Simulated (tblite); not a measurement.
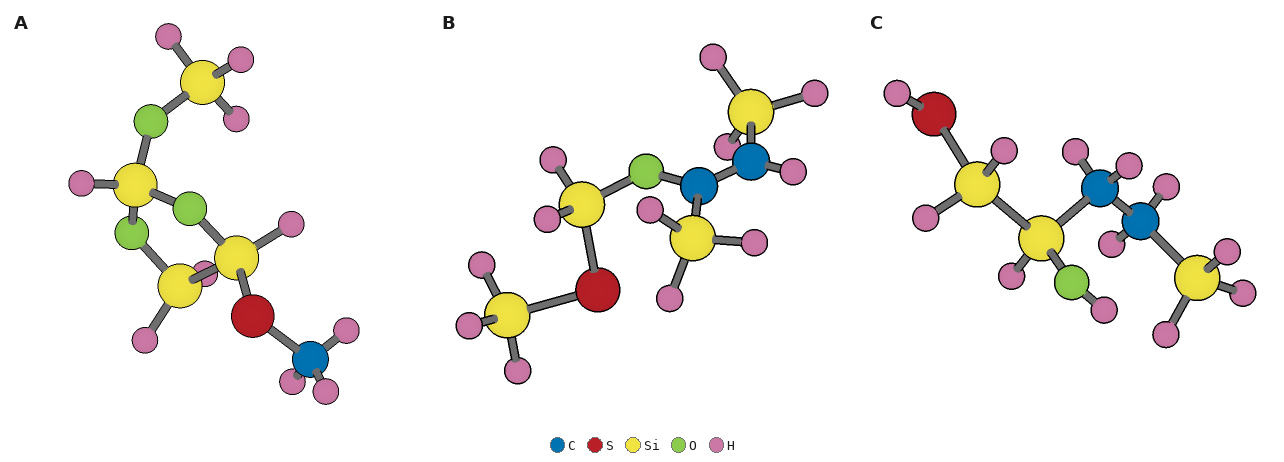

(Drawn from a calculation with tblite.)

### Which panel belongs to which SMILES?
(1) O[Si@H](CC[SiH3])[SiH2]S
(2) [SiH3]/C=C(/[SiH3])O[SiH2]S[SiH3]
(3) CS[Si@@H]1O[Si@@H](O[SiH3])O[SiH2]1

A is (3), B is (2), C is (1).
